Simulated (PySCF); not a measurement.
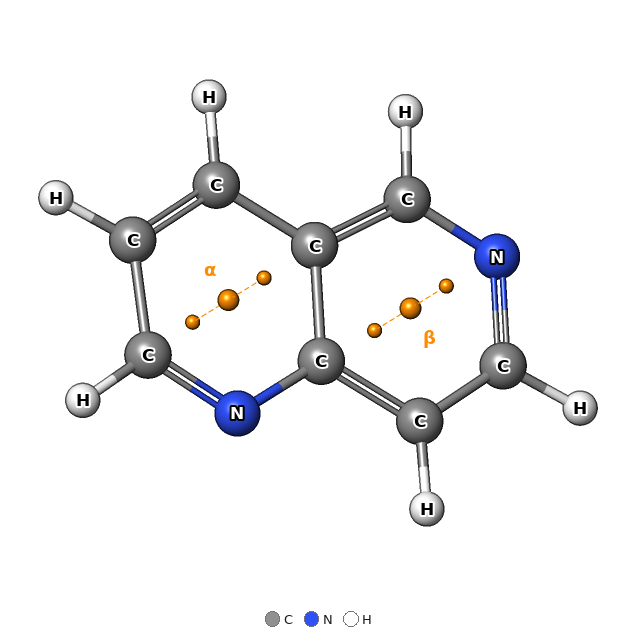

The small points mark where nucleus-independent chemical shifts (NICS) were computed: at the centre of each lettered ring and 1 Å above and below it. The computed structure is the end point of a GFN2-xTB optimisation. No frequency run is at hand to confirm it as a minimum. Properties computed with GIAO PBE0/pcSseg-1 NMR shielding, non-relativistic, gas phase (PySCF 2.14.0).

Give NICS(0), NICS(1) and the out-of-plane component NICS(1)zz for each ring (means of the two sides).

```json
{"ring": "α", "members": "C5N", "NICS(0)": "−7.8", "NICS(1)": "−11.6", "NICS(1)zz": "−28.5"}
{"ring": "β", "members": "C5N", "NICS(0)": "−8.1", "NICS(1)": "−11.7", "NICS(1)zz": "−29.6"}
```

Values in ppm.

**What do the values say about the ring currents?**

Ring α: diatropic, as in an aromatic ring. Ring β: diatropic, as in an aromatic ring. NICS is one index among several.
